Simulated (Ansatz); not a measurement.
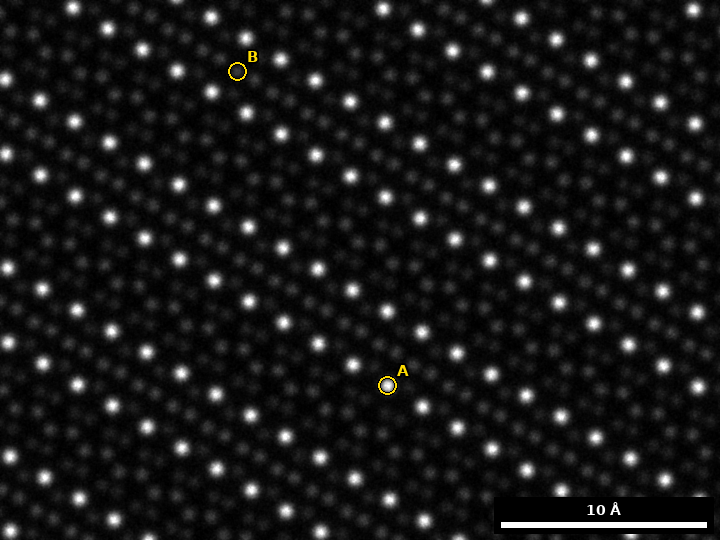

Z-contrast image of RbNa3S2 (C2/m, No. 12) along [012]. Simulated incoherent Z contrast: every atom adds Z^1.8 spread by a probe of 0.52 Å full width; channelling and multiple scattering are left out. The probe carries 25 % of its weight in a tail 2.5 times as wide. Shot noise was added. Model: the geometry relaxed (final pressure about 5 GPa) with Ansatz, DFT, PAW plane waves, r2scan; the starting structure was generated, so it need not be a known form of this composition.

```
Na S Rb
1.0
    17.21724    0.00000    0.00000
     0.00000    4.11269    0.00000
    -3.24700    0.00000    7.11177
Na S Rb
12 8 4
Direct
  0.56961 0.50000 0.60655
  0.93039 0.00000 0.39345
  0.67141 0.00000 0.47805
  0.82859 0.50000 0.52195
  0.67796 0.00000 0.88326
  0.82204 0.50000 0.11674
  0.06961 0.00000 0.60655
  0.43039 0.50000 0.39345
  0.17141 0.50000 0.47805
  0.32859 0.00000 0.52195
  0.17796 0.50000 0.88326
  0.32204 0.00000 0.11674
  0.50273 0.00000 0.73582
  0.99727 0.50000 0.26418
  0.73586 0.50000 0.73493
  0.76414 0.00000 0.26507
  0.00273 0.50000 0.73582
  0.49727 0.00000 0.26418
  0.23586 0.00000 0.73493
  0.26414 0.50000 0.26507
  0.59924 0.50000 0.10788
  0.90076 0.00000 0.89212
  0.09924 0.00000 0.10788
  0.40076 0.50000 0.89212
```

**Assign the marked columns.**

A: Rb (1 Rb per 16.17 Å along the beam; the brightest kind). B: S (1 S per 16.17 Å along the beam; about 20 % of the brightest peak). Brightness is counted from the darkest point of the image.
